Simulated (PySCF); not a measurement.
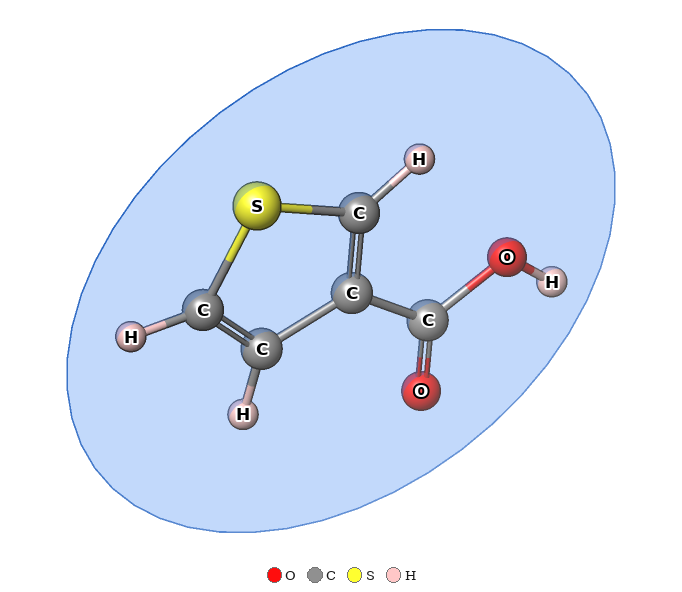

All proper rotation axes (lines) and mirror planes (discs) of the structure are drawn in. Atoms fade into the background with distance from the viewer. Computed geometry: PBE0-D3(BJ)/def2-TZVP optimisation. No frequency run is at hand to confirm it as a minimum.

Q: Name the symmetry elements and the point group.

A: It has 1 mirror plane. Point group Cs. The group has 2 operations. The geometry is achiral, and symmetry allows a dipole moment.
